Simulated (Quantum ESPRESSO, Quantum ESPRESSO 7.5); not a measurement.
## Work function and surface energy of Rh(111) against thickness

Wanted: a thickness series of Rh(111), driven from Python.

Main program and level: Quantum ESPRESSO 7.5; plane-wave DFT, PBE, GBRV ultrasoft pseudopotentials.

**Measured values to reproduce.**

“Anisotropic work function of elemental crystals” (2019, arxiv:1902.07811) quotes from earlier work for Rh (clean (111) face): work function (clean (111) face) 5.46 eV.

## Step 1: Set-up

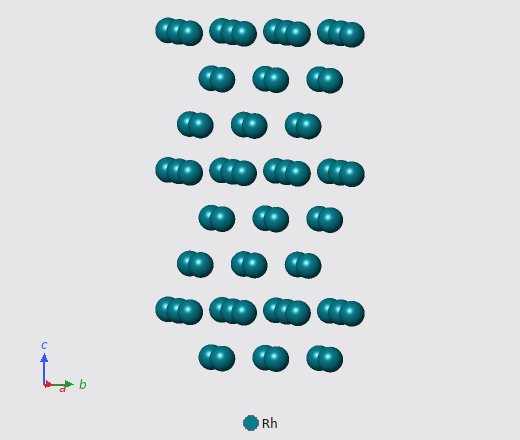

The cell as given, from the side, with the c axis up (rhodium blue). 2×3×1 cells are drawn. Some periodic images of atoms are drawn too.

The cell holds 8 atoms: 8 Rh. Its edges and angles: a = 2.687 Å, b = 2.687 Å, c = 30.358 Å, α = 90.0°, β = 90.0°, γ = 60.0°. It derives from Rh. Vacuum lies along c.

Coordinates:

```
CELL_PARAMETERS angstrom
2.68701 0.00000 0.00000
1.34350 2.32702 0.00000
0.00000 0.00000 30.35752
ATOMIC_POSITIONS crystal
Rh 0.66667 0.66667 0.24706
Rh 0.00000 0.00000 0.31933
Rh 0.33333 0.33333 0.39160
Rh 0.66667 0.66667 0.46387
Rh 0.00000 0.00000 0.53613
Rh 0.33333 0.33333 0.60840
Rh 0.66667 0.66667 0.68067
Rh 0.00000 0.00000 0.75294
```

## Step 2: The script

ASE writes the inputs, starts pw.x and reads the results. Under ESM bc1 the zero of energy of a symmetric slab is the vacuum, so the work function is minus the Fermi level.

Contents of run.py:

```python
import json
import numpy as np
from ase.build import fcc111
from ase.calculators.espresso import Espresso, EspressoProfile

profile = EspressoProfile(command='mpirun -n 4 pw.x -nk 4', pseudo_dir='../pseudo')
pseudopotentials = {'Rh': 'rh_pbe_v1.4.uspp.F.UPF'}
system = {'ecutwfc': 40, 'ecutrho': 200, 'occupations': 'smearing', 'smearing': 'mv', 'degauss': 0.02}


def calculator(name, kpts, **extra):
    data = dict(control=dict(tprnfor=True, verbosity='high', disk_io='none'),
                system=system | extra,
                electrons=dict(conv_thr=1e-07, mixing_beta=0.4, mixing_mode='local-TF',
                               electron_maxstep=100))
    return Espresso(profile=profile, directory=name, pseudopotentials=pseudopotentials, kpts=kpts, input_data=data)


def centre(atoms):
    z = atoms.positions[:, 2]
    atoms.positions[:, 2] -= (z.max() + z.min()) / 2  # ESM wants the slab about z = 0
    return atoms


rows = []
for n in [3, 4, 5, 6, 7, 8]:
    slab = centre(fcc111('Rh', size=(1, 1, n), a=3.8, vacuum=7.5, periodic=True))
    slab.set_initial_magnetic_moments([0.0] * n)
    slab.calc = calculator(f'n{n}', (12, 12, 1), assume_isolated='esm', esm_bc='bc1')
    energy = slab.get_potential_energy()
    work = -slab.calc.get_fermi_level()
    force = slab.get_forces()[-1, 2]
    rows.append([n, energy, work, force])
    print(f'{n} layers: E = {energy:.5f} eV, work function {work:.3f} eV, force on the top atom {force:+.3f} eV/A')

n, energy = np.array(rows)[:, :2].T
slope, offset = np.polyfit(n[1:], energy[1:], 1)
area = np.linalg.norm(np.cross(*slab.cell[:2]))
gamma = offset / (2 * area) * 16.0218
print(f'bulk energy from the slope {slope:.5f} eV an atom; unrelaxed surface energy {gamma:.3f} J/m^2')
json.dump(dict(rows=rows, slope=slope, gamma=gamma), open('result.json', 'w'))
```

Command:

```bash
$ OMP_NUM_THREADS=1 python run.py
```

Output:

```text
3 layers: E = -6986.32363 eV, work function 5.126 eV, force on the top atom -0.212 eV/A
4 layers: E = -9315.62663 eV, work function 5.172 eV, force on the top atom -0.048 eV/A
5 layers: E = -11644.92526 eV, work function 5.170 eV, force on the top atom -0.040 eV/A
6 layers: E = -13974.23737 eV, work function 5.163 eV, force on the top atom -0.079 eV/A
7 layers: E = -16303.52393 eV, work function 5.172 eV, force on the top atom -0.060 eV/A
8 layers: E = -18632.83019 eV, work function 5.175 eV, force on the top atom -0.067 eV/A
bulk energy from the slope -2329.30058 eV an atom; unrelaxed surface energy 2.018 J/m^2
```

Run time: 7.9 min. Hardware: 4 MPI ranks of Arm Neoverse V2, shared host; peak memory 0.85 GiB; 31 min of CPU time.

The input that ASE wrote for the first run, and its log:

```
&CONTROL
   verbosity        = 'high'
   tprnfor          = .true.
   disk_io          = 'none'
   pseudo_dir       = '../pseudo'
/
&SYSTEM
   ecutwfc          = 40
   ecutrho          = 200
   occupations      = 'smearing'
   degauss          = 0.02
   smearing         = 'mv'
   assume_isolated  = 'esm'
   esm_bc           = 'bc1'
   ntyp             = 1
   nat              = 3
   ibrav            = 0
/
&ELECTRONS
   electron_maxstep = 100
   conv_thr         = 1e-07
   mixing_mode      = 'local-TF'
   mixing_beta      = 0.4
/
&IONS
/
&CELL
/
&FCP
/
&RISM
/
ATOMIC_SPECIES
Rh 102.9055 rh_pbe_v1.4.uspp.F.UPF

K_POINTS automatic
12 12 1  0 0 0

CELL_PARAMETERS angstrom
2.68700576850888 0.00000000000000 0.00000000000000
1.34350288425444 2.32701525564402 0.00000000000000
0.00000000000000 0.00000000000000 19.38786204584115

ATOMIC_POSITIONS angstrom
Rh 1.3435028843 0.7756717519 -2.1939310229  
Rh 0.0000000000 1.5513435038 0.0000000000  
Rh 0.0000000000 0.0000000000 2.1939310229
```

```text
Program PWSCF v.7.5 starts
[citation notice left out]

     Parallel version (MPI & OpenMP), running on       4 processor cores
     Number of MPI processes:                 4
     Threads/MPI process:                     1

     MPI processes distributed on     1 nodes
[... 1 line left out ...]

Warning: card &CELL ignored
Warning: card &FCP ignored
Warning: card &RISM ignored

     Current dimensions of program PWSCF are:
     Max number of different atomic species (ntypx) = 10
     Max number of k-points (npk) =  40000
     Max angular momentum in pseudopotentials (lmaxx) =  4
     Message from routine setup:
     using ibrav=0 with symmetry is DISCOURAGED, use correct ibrav instead

     K-points division:     npool     =       4
     Subspace diagonalization in iterative solution of the eigenvalue problem:
     a serial algorithm will be used

     G-vector sticks info
     --------------------
     sticks:   dense  smooth     PW     G-vecs:    dense   smooth      PW
     Sum         361     283     91                39237    27957    5263

     Using Slab Decomposition

     bravais-lattice index     =            0
     lattice parameter (alat)  =       5.0777  a.u.
     unit-cell volume          =     818.0773 (a.u.)^3
     number of atoms/cell      =            3
     number of atomic types    =            1
     number of electrons       =        45.00
     number of Kohn-Sham states=           28
     kinetic-energy cutoff     =      40.0000  Ry
     charge density cutoff     =     200.0000  Ry
     scf convergence threshold =      1.0E-07
     mixing beta               =       0.4000
     number of iterations used =            8  local-TF  mixing
     Exchange-correlation=  SLA  PW   PBX  PBC
                           (   1   4   3   4   0   0   0)

     Effective Screening Medium Method
     =================================
     Boundary Conditions: Vacuum-Slab-Vacuum
     total charge in unit cell        =   0.0000
     grid points for fit at edges     =        4

[... 10 lines left out ...]
     PseudoPot. # 1 for Rh read from file:
     ../pseudo/rh_pbe_v1.4.uspp.F.UPF
     Pseudo is Ultrasoft + core correction, Zval = 15.0
     Generated by new atomic code, or converted to UPF format
     Using radial grid of  969 points,  7 beta functions with:
                l(1) =   0
                l(2) =   0
                l(3) =   1
                l(4) =   1
                l(5) =   2
                l(6) =   2
                l(7) =   2
     Q(r) pseudized with  8 coefficients,  rinner =    1.200   1.200   1.200
                                                       1.200   1.200

     atomic species   valence    mass     pseudopotential
     Rh               15.00   102.90550     Rh( 1.00)

     12 Sym. Ops., with inversion, found ( 6 have fractional translation)

                                    s                        frac. trans.

[... 500 lines left out ...]
    -7.7332  -7.7082  -7.4895  -7.4895  -6.0405  -6.0405  -5.4451  -5.4213
    -5.4213  -4.7317  -4.7317  -4.0903

     occupation numbers
     1.0000   1.0000   1.0000   1.0000   1.0000   1.0000   1.0000   1.0000
     1.0000   1.0000   1.0000   1.0000   1.0000   1.0000   1.0000   1.0000
     1.0000   1.0000   1.0000   1.0000   1.0003   1.0003   1.0663   1.0497
     1.0497   0.0050   0.0050   0.0000

[... 180 lines left out ...]

     the Fermi energy is    -5.1256 ev

!    total energy              =    -513.48536096 Ry
     estimated scf accuracy    <       0.00000003 Ry
     smearing contrib. (-TS)   =      -0.00172742 Ry
     internal energy E=F+TS    =    -513.48363354 Ry

     The total energy is F=E-TS. E is the sum of the following terms:
     one-electron contribution =    4480.40993225 Ry
     hartree contribution      =   -2242.74445842 Ry
     xc contribution           =     -89.68845367 Ry
     ewald contribution        =   -2661.46065371 Ry

     convergence has been achieved in  20 iterations

     negative rho (up, down):  1.820E-01 0.000E+00

     Forces acting on atoms (cartesian axes, Ry/au):

     atom    1 type  1   force =     0.00000000    0.00000000    0.00823989
     atom    2 type  1   force =    -0.00000000   -0.00000000    0.00000000
     atom    3 type  1   force =     0.00000000    0.00000000   -0.00823989
     The non-local contrib.  to forces
     atom    1 type  1   force =     0.00000000    0.00000000   -0.10916637
     atom    2 type  1   force =     0.00000000    0.00000000    0.00000000
     atom    3 type  1   force =     0.00000000    0.00000000    0.10916637
     The ionic contribution  to forces
     atom    1 type  1   force =    -0.00000000    0.00000000 -252.25919455
     atom    2 type  1   force =     0.00000000   -0.00000000    0.00000000
     atom    3 type  1   force =     0.00000000    0.00000000  252.25919455
     The local contribution  to forces
     atom    1 type  1   force =    -0.00000000   -0.00000000  252.37322351
     atom    2 type  1   force =     0.00000000   -0.00000000   -0.00000042
     atom    3 type  1   force =     0.00000000    0.00000000 -252.37322434
     The core correction contribution to forces
     atom    1 type  1   force =     0.00000000    0.00000000    0.00358694
     atom    2 type  1   force =    -0.00000000    0.00000000    0.00000000
     atom    3 type  1   force =    -0.00000000   -0.00000000   -0.00358694
     The Hubbard contrib.    to forces
     atom    1 type  1   force =     0.00000000    0.00000000    0.00000000
     atom    2 type  1   force =     0.00000000    0.00000000    0.00000000
     atom    3 type  1   force =     0.00000000    0.00000000    0.00000000
     The SCF correction term to forces
     atom    1 type  1   force =     0.00000000   -0.00000000   -0.00021005
     atom    2 type  1   force =     0.00000000   -0.00000000   -0.00000000
     atom    3 type  1   force =     0.00000000    0.00000000    0.00021005

     Total force =     0.011653     Total SCF correction =     0.000297
     Message from routine punch:
     Nothing written, as per user request (disk_io='none')

[... 1 line left out ...]

[... 1 line left out ...]

[... 1 line left out ...]

[... 3 lines left out ...]

[... 1 line left out ...]

[... 2 lines left out ...]

[... 1 line left out ...]

[... 1 line left out ...]

=------------------------------------------------------------------------------=
   JOB DONE.
=------------------------------------------------------------------------------=
```

Read from the output:

| Item | Value |
| --- | --- |
| surface energy | 2.018 J/m² |
| work function of the thickest slab | 5.175 eV |

The work function by layers:

| layers | work function (eV) |
| --- | --- |
| 3.00 | 5.13 |
| 4.00 | 5.17 |
| 5.00 | 5.17 |
| 6.00 | 5.16 |
| 7.00 | 5.17 |
| 8.00 | 5.18 |

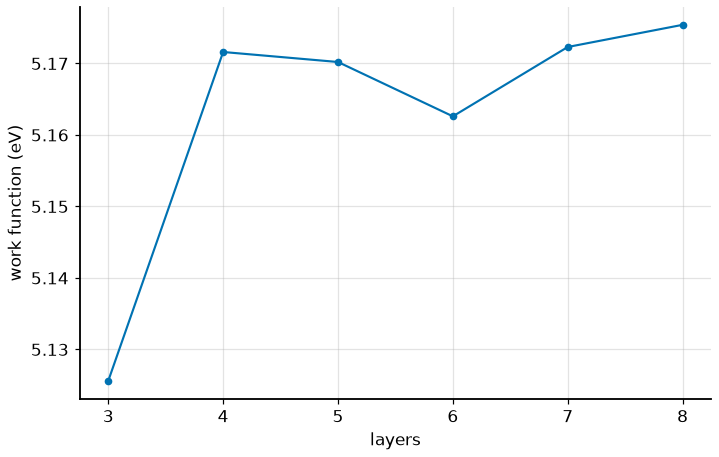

Work function, plotted against layers.

Table of force on the top atom along the normal by layers:

```csv
layers,force on the top atom along the normal (eV/Å)
3.00,-0.212
4.00,-0.0483
5.00,-0.0400
6.00,-0.0791
7.00,-0.0602
8.00,-0.0673
```

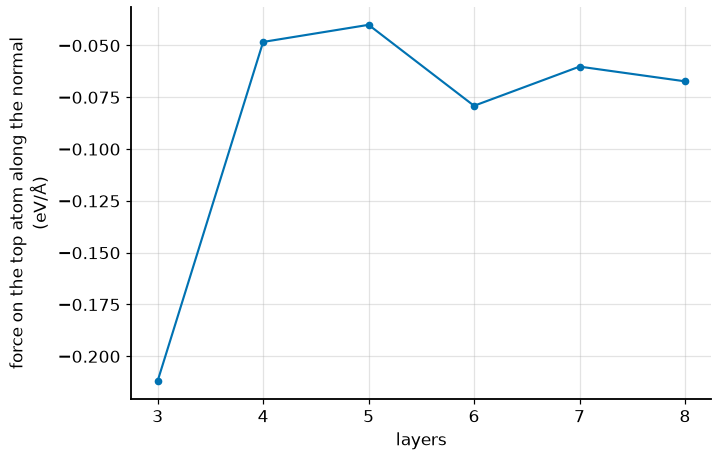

Force on the top atom along the normal, plotted against layers.

The energy less the bulk line's slope by layers:

```
layers  energy less the bulk line's slope (meV)
  3.00                                     1578
  4.00                                     1576
  5.00                                     1578
  6.00                                     1566
  7.00                                     1580
  8.00                                     1574
```

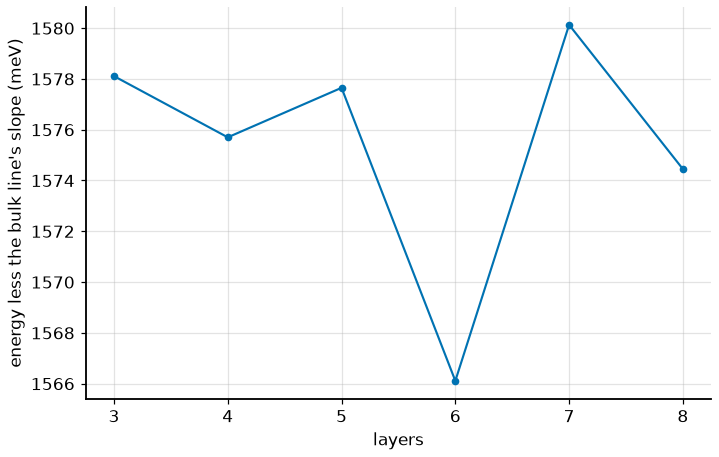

Energy less the bulk line's slope against layers.

## Step 3: Running the series: PBE, SG15 norm-conserving

Level of this step: plane-wave DFT, PBE, SG15 norm-conserving pseudopotentials (Quantum ESPRESSO 7.5).

run.py, as its differences from the input of step 2:

```diff
@@ -6,4 +6,4 @@
 profile = EspressoProfile(command='mpirun -n 4 pw.x -nk 4', pseudo_dir='../pseudo')
-pseudopotentials = {'Rh': 'rh_pbe_v1.4.uspp.F.UPF'}
-system = {'ecutwfc': 40, 'ecutrho': 200, 'occupations': 'smearing', 'smearing': 'mv', 'degauss': 0.02}
+pseudopotentials = {'Rh': 'Rh_ONCV_PBE-1.2.upf'}
+system = {'ecutwfc': 60, 'ecutrho': 240, 'occupations': 'smearing', 'smearing': 'mv', 'degauss': 0.02}
```

Command:

```bash
$ OMP_NUM_THREADS=1 python run.py
```

Output:

```text
3 layers: E = -8860.13582 eV, work function 5.120 eV, force on the top atom -0.224 eV/A
4 layers: E = -11814.03930 eV, work function 5.160 eV, force on the top atom -0.049 eV/A
5 layers: E = -14767.93887 eV, work function 5.164 eV, force on the top atom -0.056 eV/A
6 layers: E = -17721.85274 eV, work function 5.157 eV, force on the top atom -0.077 eV/A
7 layers: E = -20675.74017 eV, work function 5.165 eV, force on the top atom -0.061 eV/A
8 layers: E = -23629.64673 eV, work function 5.167 eV, force on the top atom -0.074 eV/A
bulk energy from the slope -2953.90162 eV an atom; unrelaxed surface energy 2.007 J/m^2
```

The job ended after 18 min (4 MPI ranks; peak memory 1 GiB; 73 min of CPU time).

Numbers from this step:

| Quantity | Value |
| --- | --- |
| surface energy | 2.007 J/m² |
| work function of the thickest slab | 5.167 eV |

Work function against layers:

```
layers  work function (eV)
  3.00                5.12
  4.00                5.16
  5.00                5.16
  6.00                5.16
  7.00                5.16
  8.00                5.17
```

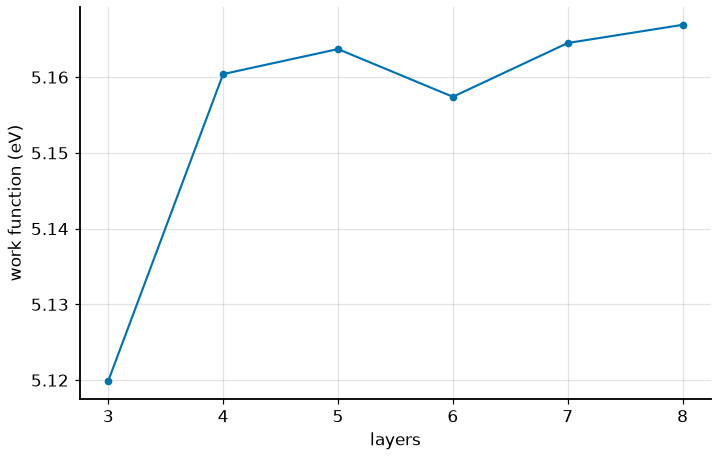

Work function, plotted against layers.

Table of force on the top atom along the normal by layers:

| layers | force on the top atom along the normal (eV/Å) |
| --- | --- |
| 3.00 | -0.224 |
| 4.00 | -0.0495 |
| 5.00 | -0.0559 |
| 6.00 | -0.0773 |
| 7.00 | -0.0606 |
| 8.00 | -0.0738 |

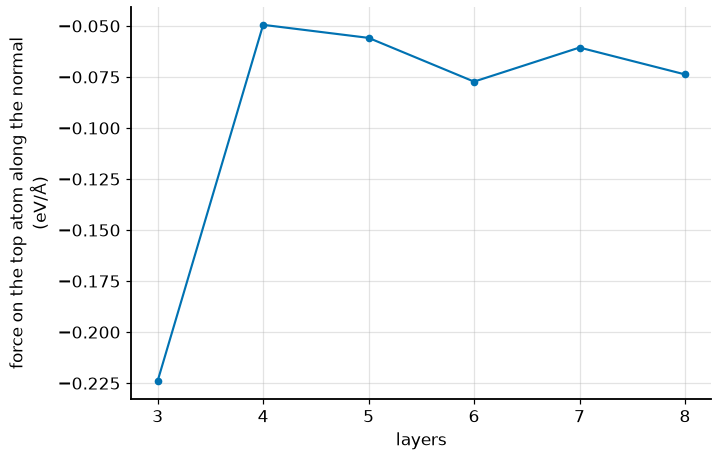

Force on the top atom along the normal against layers.

The energy less the bulk line's slope by layers:

```
layers  energy less the bulk line's slope (meV)
  3.00                                     1569
  4.00                                     1567
  5.00                                     1569
  6.00                                     1557
  7.00                                     1571
  8.00                                     1566
```

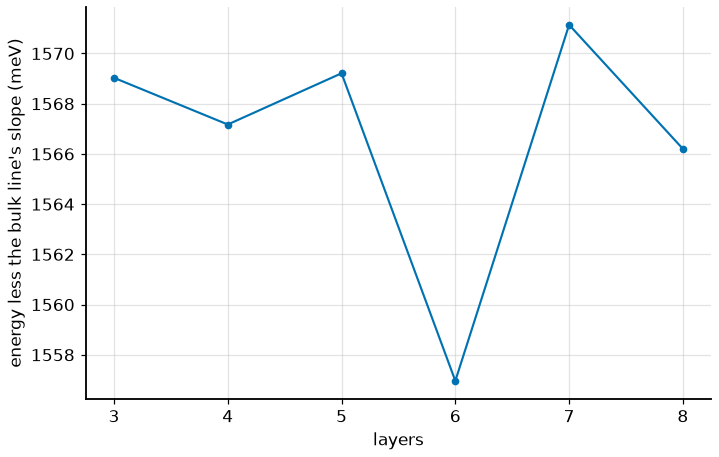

Energy less the bulk line's slope against layers.

## Step 4: By hand

γ = (E_N − N e_bulk)/(2A). The excess of the thickest slab is 1.574 eV and A = 6.253 Å²: 1.574/(2 × 6.253) × 16.02 = 2.02 J/m² (1 eV/Å² = 16.02 J/m²); the fit's intercept gives 2.02.

## Step 5: Outcome

* work function of the thickest slab, PBE, GBRV ultrasoft: 5.18 eV
* unrelaxed surface energy, PBE, GBRV ultrasoft: 2.02 J/m²
* work function of the thickest slab, PBE, SG15 norm-conserving: 5.17 eV
* unrelaxed surface energy, PBE, SG15 norm-conserving: 2.01 J/m²

**Reading.** The thickest slab gives a work function of 5.18 eV and the series an unrelaxed surface energy of 2.02 J/m² (PBE, GBRV ultrasoft). The work function swings by 0.05 eV over 3 to 8 layers and by 0.00 eV over the last step; confined states crossing the Fermi level and the finite mesh both contribute. From 3 layers on it stays within 0.1 eV. The force on the top atom of the thickest slab points inwards (0.07 eV/Å). The slabs are cut from the bulk at the tabulated lattice constant and not relaxed; the surface energy comes from a straight line through the energies of all but the thinnest slab.

Calculation against experiment:

| quantity | measured | PBE, GBRV | PBE, SG15 |
| --- | --- | --- | --- |
| work function (clean (111) face) (eV) | 5.46 | 5.18 (-0.28 eV) | 5.17 (-0.29 eV) |

Measured values from arxiv:1902.07811 (2019).

How well it matches: The grades are ours: good and fair within 3 and 7 % for the work function. Other measurements of the same face can differ from the value quoted by 0.1 to 0.2 eV.

[Logs are printed without paths, hosts, clocks, repeated set-up lines and the standing remarks that a program may print on its own settings, such as how far it seeks lower states.]

[Hosts, paths, dates, database ids (printed as entryN), source tags and the programs' standing remarks are cut or masked in the printed files.]

[Maps of the electrostatic potential energy from Ansatz leave out the sawtooth potential of an applied field or a dipole correction, so their vacuum need not be flat; planar profiles and work functions include it.]
